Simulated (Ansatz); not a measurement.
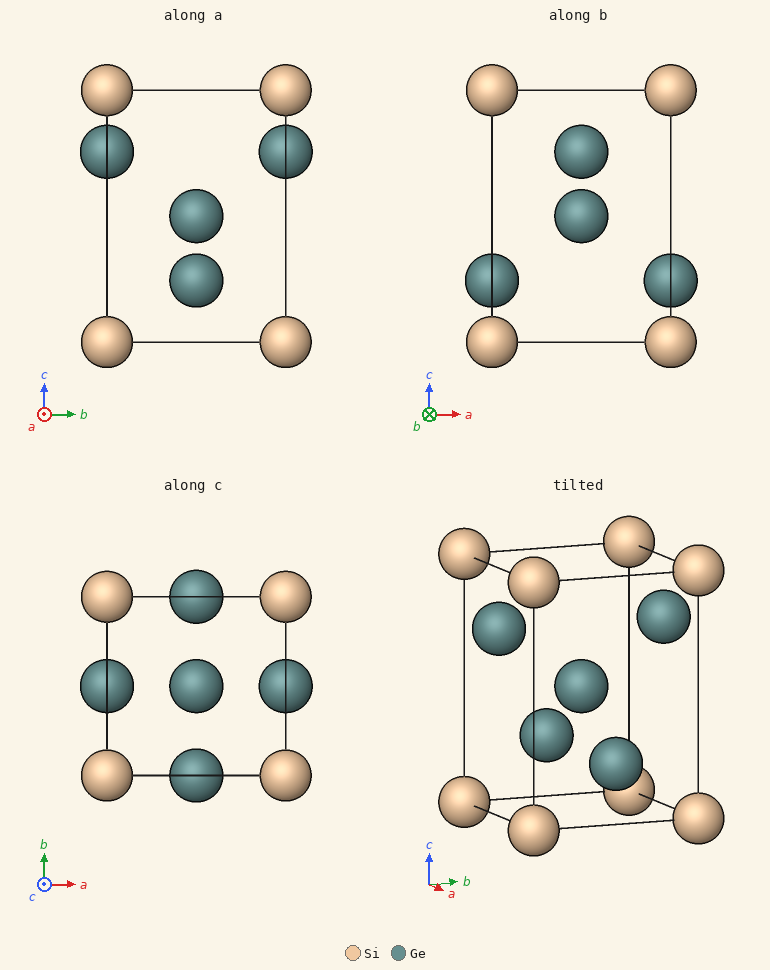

View along the a axis, along the b axis, along the c axis and slightly off an axis, drawn as a spheres-only model. The parallelepiped is the conventional unit cell.

Lattice parameters: a = 3.9699 Å, b = 3.9699 Å, c = 5.5940 Å, α = 90.000°, β = 90.000°, γ = 90.000°.

> Convert the drawing into a CIF with its space group and independent sites, with free fractional coordinates to two decimals.

```cif
data_structure
_symmetry_space_group_name_H-M 'P -4 m 2'
_symmetry_Int_Tables_number 115
_cell_length_a 3.9699
_cell_length_b 3.9699
_cell_length_c 5.5940
_cell_angle_alpha 90.000
_cell_angle_beta 90.000
_cell_angle_gamma 90.000
_cell_volume 88.16
loop_
_atom_site_label
_atom_site_type_symbol
_atom_site_symmetry_multiplicity
_atom_site_Wyckoff_symbol
_atom_site_fract_x
_atom_site_fract_y
_atom_site_fract_z
_atom_site_occupancy
Si1 Si 1 a 0.00 0.00 0.00 1
Ge1 Ge 2 g 0.00 0.50 0.24 1
Ge2 Ge 1 c 0.50 0.50 0.50 1
```

The initial geometry was a structure type filled with these elements by a generator (whether the compound takes this form wasn't checked). Earlier steps of the study may have refined or changed the cell and positions. It was run through Ansatz as a DFT input.
